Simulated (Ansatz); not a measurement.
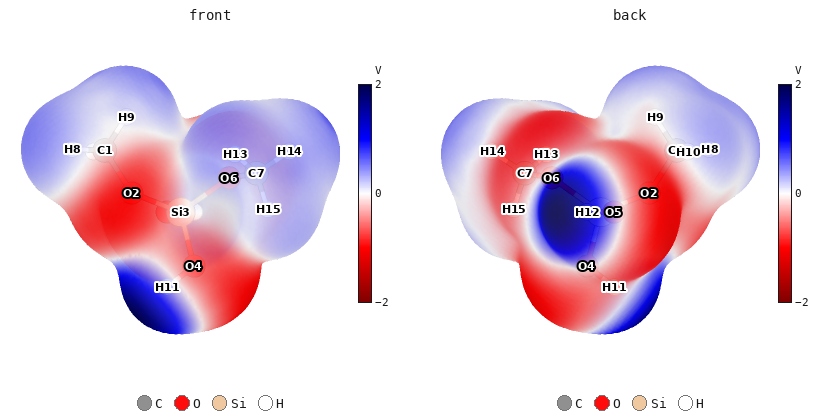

*C2H8O4Si (SMILES CO[Si](O)(O)OC). The electrostatic potential painted on the density surface at 0.001 e/bohr³, seen from the front and from behind; red is negative and blue positive.*

Geometry: PBE0-D4/def2-TZVP.

These are results of Ansatz, RKS PBE0-D4/def2-TZVPP, not measurements.

Input

```
crystal:
  periodic: [false, false, false]
  atoms:
    - {symbol: C, position_ang: [-0.979093, 2.061363, 0.178824]}
    - {symbol: O, position_ang: [-1.063424, 0.695166, 0.523444]}
    - {symbol: Si, position_ang: [-0.470868, -0.517489, -0.383314]}
    - {symbol: O, position_ang: [-0.995047, -1.902980, 0.297392]}
    - {symbol: O, position_ang: [-0.978950, -0.262588, -1.911250]}
    - {symbol: O, position_ang: [1.151777, -0.601935, -0.444628]}
    - {symbol: C, position_ang: [1.970842, -0.978703, 0.641442]}
    - {symbol: H, position_ang: [-1.561077, 2.631147, 0.904923]}
    - {symbol: H, position_ang: [0.057389, 2.412892, 0.208936]}
    - {symbol: H, position_ang: [-1.382458, 2.243505, -0.821335]}
    - {symbol: H, position_ang: [-1.877640, -1.894964, 0.669274]}
    - {symbol: H, position_ang: [-0.492130, -0.704078, -2.607973]}
    - {symbol: H, position_ang: [1.941013, -0.227687, 1.437595]}
    - {symbol: H, position_ang: [2.996948, -1.062016, 0.279858]}
    - {symbol: H, position_ang: [1.660918, -1.942133, 1.056110]}
basis:
  gaussian: {orbitals: def2-TZVPP}
hamiltonian: {xc: pbe0, dispersion: d4}
output: {orbitals: {seedname: orbitals}}
```

Run with:

```sh
ansatz run in.yaml --threads 4 --pin off --events-out ev --progress --plain --max-ram 11315MiB
```

### Where is the surface potential most negative and most positive?

The most negative region (about −1.1 V) lies over O4 and O5, the most positive (about +1.9 V) over H11 and H12.
